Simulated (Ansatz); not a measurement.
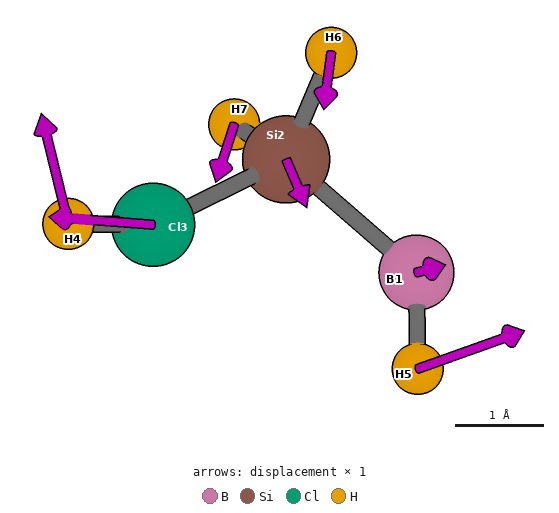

A relaxation of BSiH4Cl. The starting structure is drawn; purple arrows show the displacements, at their true length. The two geometries are superimposed by the best rigid fit.

A ball-and-stick model, seen at a tilt.

It is one of the separated reactants of a reaction.

The calculation used RKS PBE-D4/def2-SVP (Ansatz). Settings: force threshold 0.03 eV/Å; at most 250 steps.

What did the optimiser do to the structure, and how much energy did it gain?

Answer. The energy falls by 1.771 eV in 32 accepted moves (40 points after the start). Largest force component: 3.7 eV/Å at the start, 0.0098 eV/Å at the end. The line search rejected the trial steps at points 14, 15, 18, 19, 22, 23, 31, 34 of the run. The forces were under the threshold at step 16, but the run went on from there. The largest move after the best rigid fit is that of H5, 1.64 Å. By element the largest moves are H 1.64 Å, Cl 1.47 Å, Si 0.63 Å, B 0.45 Å. Near-neighbour distances that change, for instance: Si2–Cl3 2.064 → 3.511 Å, B1–Si2 2.003 → 1.866 Å, Cl3–H4 1.330 → 1.297 Å, Si2–H6 1.488 → 1.505 Å. Bonds break, among them: Si2–Cl3 (2.06 → 3.51 Å). Among the angles between lasting bonds that change: Si2–B1–H5 123.5° → 159.7°, H6–Si2–H7 108.2° → 112.9°, B1–Si2–H6 110.0° → 113.7°. Cost: 27 s on 2 threads of Intel Xeon 6975P-C, with other jobs on the host.
